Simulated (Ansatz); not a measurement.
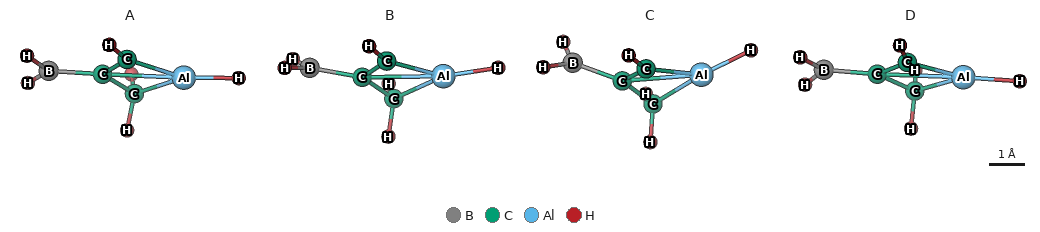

4 geometries from one relaxation of C₃H₆AlB (coarse preliminary run), in shuffled order. A ball-and-stick model, seen from a free direction.

The start comes from a force field.

The calculation used RKS PBE-D4/def2-SVP (Ansatz 0.2.0). Settings: force threshold 0.03 eV/Å; at most 200 steps.

### Order the frames from highest to lowest energy.

D, A, B, C. They are steps 0, 5, 10, 19, at +141.7 kJ/mol, +9.37 kJ/mol, +4.89 kJ/mol relative to the last. An H atom moves most after the best rigid fit: 1.35 Å. By element the largest moves are H 1.35 Å, C 0.38 Å, B 0.33 Å, Al 0.10 Å. Some distances before and after: Al–C 2.491 → 2.296 Å, Al–C 1.806 → 1.992 Å, Al–H 1.646 → 1.604 Å, Al–C 1.893 → 1.935 Å. Among the angles between lasting bonds that change: C–C–C 94.8° → 113.4°, Al–C–H 132.4° → 149.6°, C–C–Al 96.8° → 80.1°. Over 17 accepted moves (19 points after the start) the energy falls by 141.7 kJ/mol. The largest force component goes from 4.7 to 0.026 eV/Å. The line search rejected the trial steps at points 17, 18 of the run.
